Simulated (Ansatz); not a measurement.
The structure below was relaxed with Ansatz (a program for electronic structure) r2SCAN, no spin-orbit coupling, at pressure −2 GPa.

```
SiO2
1.0
    4.19673     0.00000     0.00000
    0.00000     4.19673     0.00000
    0.00000     0.00000     2.67214
Si O
2 4
Direct
  0.00000   0.00000   0.00000
  0.50000   0.50000   0.50000
  0.30640   0.30640   0.00000
  0.80640   0.19360   0.50000
  0.19360   0.80640   0.50000
  0.69360   0.69360   0.00000
```

Problem. Find the space group and the Wyckoff positions.

Solution. Space group P4₂/mnm (No. 136); a = b = 4.1967 Å, c = 2.6721 Å, α = β = γ = 90.00°

```tsv
atom	site	symmetry	x	y	z
Si	2a	m.mm	0.0000	0.0000	0.0000
O	4f	m.2m	0.3064	0.3064	0.0000
```

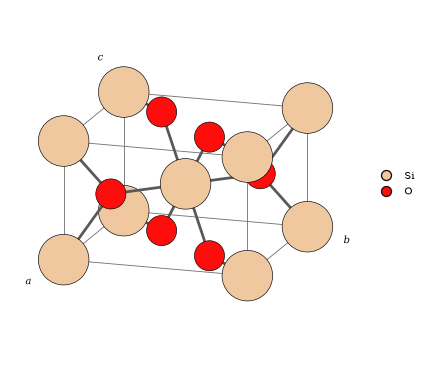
Fig. 1. The conventional cell

Load acts through the strain it causes; cell and atoms are relaxed under it. Stability against distortions was not tested. The cell was made from SiO2 in the rutile structure (space group P4_2/mnm, No. 136) by this change: pressure −2 GPa.
